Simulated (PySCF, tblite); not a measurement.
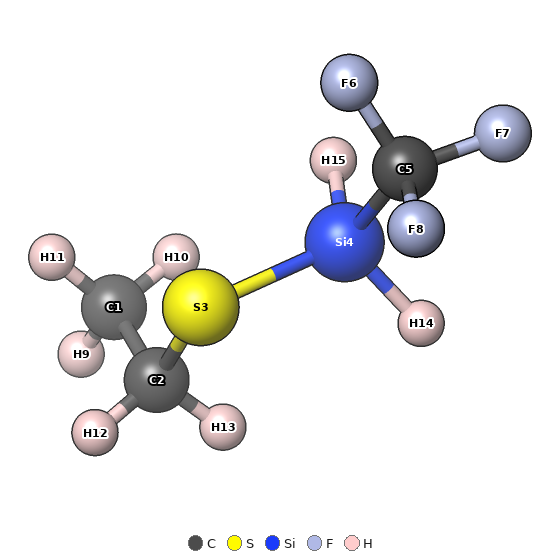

Structure of C₃H₇F₃SSi, SMILES CCS[SiH2]C(F)(F)F.

GIAO shifts, PBE0/pcSseg-1 in PySCF, at a GFN2-xTB geometry (a minimum by its frequencies), against CS₂ for ³³S and TMS for ²⁹Si computed at the same level. Gas phase, fully decoupled, line heights follow the number of nuclei, widths are arbitrary (no quadrupolar broadening); values of one conformer, averaged over nuclei that symmetry or rotation about single bonds exchange, these motions taken as fast; other conformers aren't averaged in.

Predict the ³³S spectrum.

1 signal.


| δ (ppm) | nuclei | atoms |
| --- | --- | --- |
| −158.0 | 1 | S3 |

Which ²⁹Si signals does it give?

1 signal.


| δ (ppm) | nuclei | atoms |
| --- | --- | --- |
| −33.1 | 1 | Si4 |

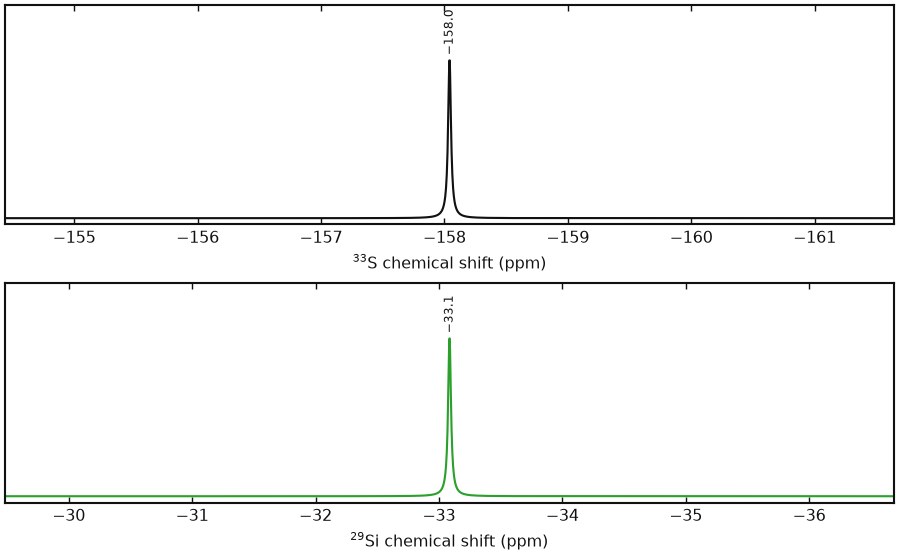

Known limits of this run: the tight-binding geometry is rougher than a DFT one and adds to the error.
